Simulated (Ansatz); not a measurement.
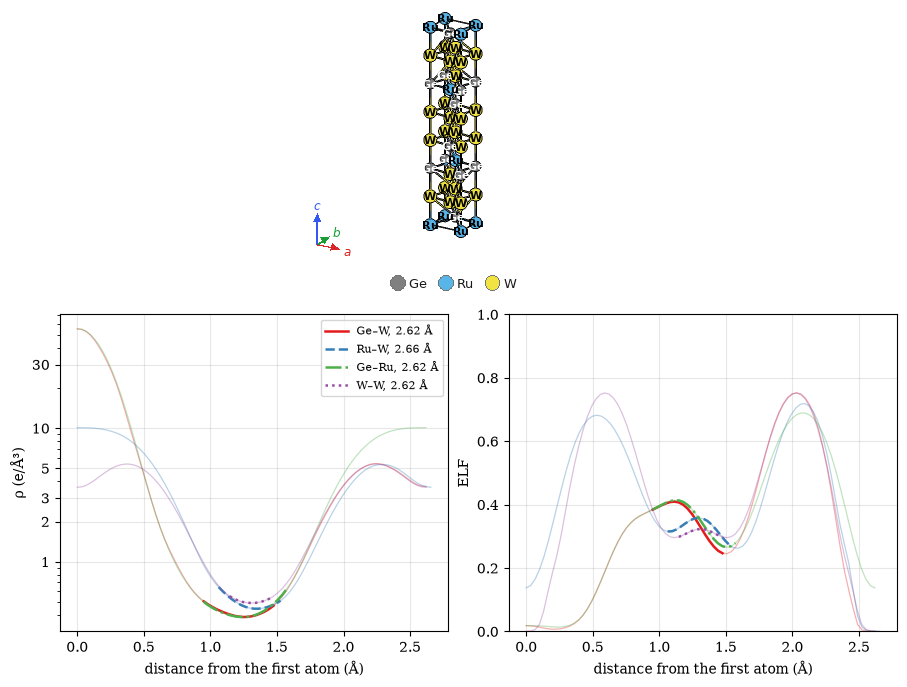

*Ge2RuW4. Valence electron density and ELF along straight lines between neighbouring atoms. Thin, pale parts lie inside the atomic spheres. The structure is drawn too.*

Space group R-3m; a generated structure, not necessarily the stable one; changed on purpose from its base cell (volume × 0.91, shape and atoms relaxed); computed pressure about 27 GPa in this cell; computed without spin polarisation.

Method: DFT PBE, scalar-relativistic, plane waves, PAW in Ansatz 0.2.0.

In a PAW calculation such maps are meaningful between the atoms, not at the nuclei.

> What can be read from the curves?

Ge–W (2.62 Å): the density is about 0.39 e/Å³ at the midpoint; the ELF is about 0.35 at the midpoint.
Ru–W (2.66 Å): ρ is about 0.45 e/Å³ halfway; the ELF is about 0.35 at the midpoint.
Ge–Ru (2.62 Å): the density is about 0.39 e/Å³ at the midpoint; the ELF is about 0.35 at the midpoint: no localised pair shows between them.
W–W (2.62 Å): ρ is about 0.49 e/Å³ halfway; the ELF is about 0.30 at the midpoint.
